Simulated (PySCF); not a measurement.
**SF$_{6}$: frequency calculation**

SF$_{6}$, computed with RKS-based PBE0, S def2-TZVP, F def2-TZVP; non-relativistic Hamiltonian; density fitting (PySCF 2.14.0).

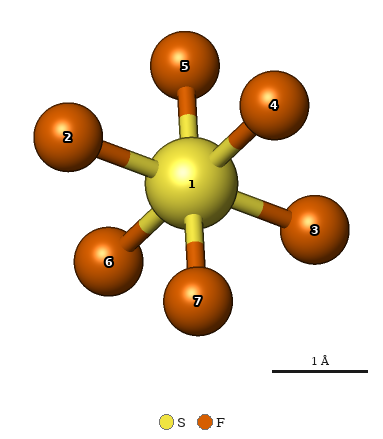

**Figure 1.** The input geometry (ball-and-stick view, seen at a tilt; atoms are numbered from 1 in the order of the input). Bond lengths as drawn: F–S 1.57 Å.

## Input
```python
from pyscf import gto, scf, dft
mol = gto.M(atom='''
S     -0.000000    -0.000000     0.000000
F      0.000000    -0.000000     1.565313
F     -0.000000     0.000000    -1.565313
F      1.565313    -0.000000    -0.000000
F      0.000000     1.565313     0.000000
F     -1.565313     0.000000     0.000000
F     -0.000000    -1.565313    -0.000000''',
    basis={'S': 'def2-TZVP', 'F': 'def2-TZVP'},
    charge=0, spin=0)
mf = dft.RKS(mol, xc='PBE0')
mf.grids.atom_grid = (75, 302)
aux = {'S': 'def2-universal-JKFIT', 'F': 'def2-universal-JKFIT'}
mf = mf.density_fit(auxbasis=aux)
mf.conv_tol = 1e-09
mf.diis_space = 10
mf.max_cycle = 60
mf.verbose = 4
mf.kernel()
```

The script is an equivalent of the set-up of the self-consistent field. The run itself was carried out by a driver, which started from the orbitals of the step before it where there was one and computed the further properties.

Run on 4 threads of Intel Xeon @ 2.50GHz (Skylake/Cascade Lake), 64 GiB of memory available, shared host.

Launched with:
```bash
OMP_NUM_THREADS=4 python axn.py task.json out
```

## Output
```
init E= -996.782617791743
  HOMO = -0.454616674823141  LUMO = -0.0387764598807081  gap/eV = 11.31559
cycle= 1 E= -996.782617791745  delta_E= -1.82e-12  |g|= 3.08e-06  |ddm|= 4.5e-06
  HOMO = -0.454616155215299  LUMO = -0.0387754698188516  gap/eV = 11.31560
Extra cycle  E= -996.782617791741  delta_E= 3.41e-12  |g|= 3.43e-06  |ddm|= 4.47e-06
converged SCF energy = -996.782617791741
```

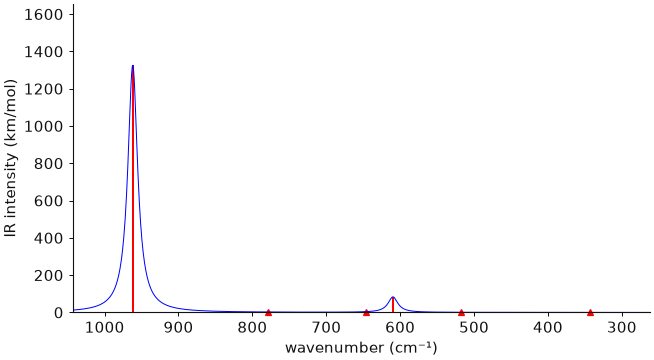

**Figure 2.** Harmonic infrared spectrum, unscaled: sticks (degenerate modes added up, dark ones marked on the axis) with a Lorentzian envelope of 16 cm⁻¹ full width, scaled to the tallest stick. 15 modes from 343 to 962 cm⁻¹, none imaginary. The strongest line is at 962 cm⁻¹ (1326 km/mol). All modes, in cm⁻¹ (km/mol): 343 (0.0), 343 (0.0), 343 (0.0), 518 (0.0), 518 (0.0), 518 (0.0), 610 (28), 610 (28), 610 (28), 647 (0.0), 647 (0.0), 778 (0.0), 962 (442), 962 (442), 962 (442).

## Summary

```tsv
quantity	value
outcome	converged
total energy	−996.782618 hartree
HOMO	−12.37 eV
LUMO	−1.06 eV
zero-point energy	0.021344 hartree
dipole moment	0.00 D
wavenumbers, lowest and highest	343 and 962 cm⁻¹
wall time	66 s (CPU time 3.4 min)
peak memory	3.2 GiB
```
